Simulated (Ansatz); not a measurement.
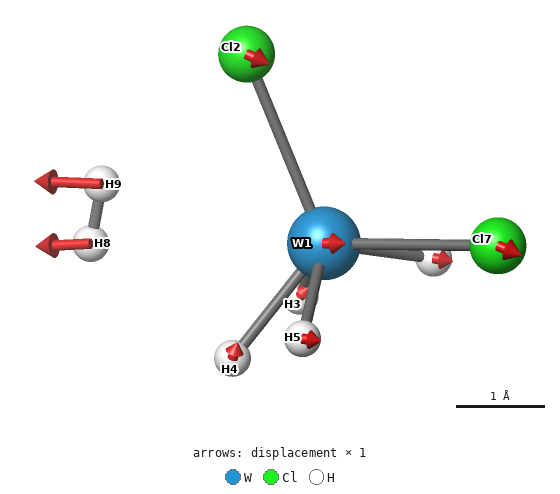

A relaxation of WH₆Cl₂. The starting structure is drawn; red arrows show the displacements, at their true length. The two geometries are superimposed by the best rigid fit.

The picture is a ball-and-stick view, seen at a tilt.

The run prepares an end point of a later path (reaction) calculation, from a guessed geometry.

Computed with RKS PBE0-D4/def2-SVP (Ansatz). (no spin polarisation; force threshold 0.03 eV/Å; at most 50 steps)

### Atoms of which element are displaced furthest, and by how much?

Hydrogen: up to 0.85 Å, against 0.31 Å for chlorine.

### What happened in the run?

Over 5 geometry steps the energy falls by 21.5 kJ/mol. Largest force component: 1.3 eV/Å at the start, 0.026 eV/Å at the end. An H atom moves most after the best rigid fit: 0.85 Å. By element the largest moves are H 0.85 Å, Cl 0.31 Å, W 0.28 Å. Some distances before and after: H–W 2.809 → 3.924 Å, H–W 2.921 → 3.912 Å, Cl–W 2.342 → 2.229 Å, H–H 0.720 → 0.761 Å. Bond angles that change, for instance: Cl–W–H 119.8° → 109.6°, Cl–W–H 112.6° → 106.1°, H–W–Cl 125.5° → 130.9°.

Limits of the set-up: the start holds two separate molecules, 2.3 Å apart at their closest, whose relative position is a soft coordinate.
